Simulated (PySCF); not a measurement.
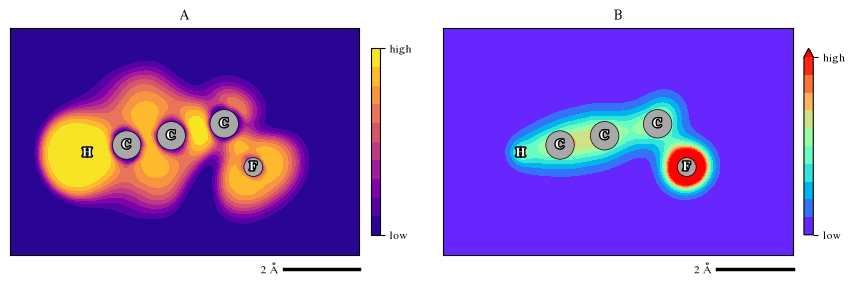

C3H2AgF2 (charge +1): 2 fields on the plane of atoms C2, C3 and F4, with unlabelled colour scales. Grey discs cover the atomic cores.

Geometry: PBE0-D3(BJ)/def2-SVP; core potentials replace the inner electrons of Ag.

Method: DFT single point, gas phase, functional wB97X in PySCF.

Question: Which field does each panel show? The fields are: electron density and electron localisation function.

Answer: Panel A: electron localisation function. Panel B: electron density. From the grid: C–C (1.21 Å): the density is about 2.8 e/Å³ at the midpoint; the ELF peaks at about 0.85 between the atoms: a short, multiple covalent bond. C–F (1.38 Å): ρ at the midpoint is about 2.1 e/Å³, with its minimum of 1.7 e/Å³ about 0.5 Å from C; the ELF peaks at about 0.85 between the atoms: a polar covalent bond.
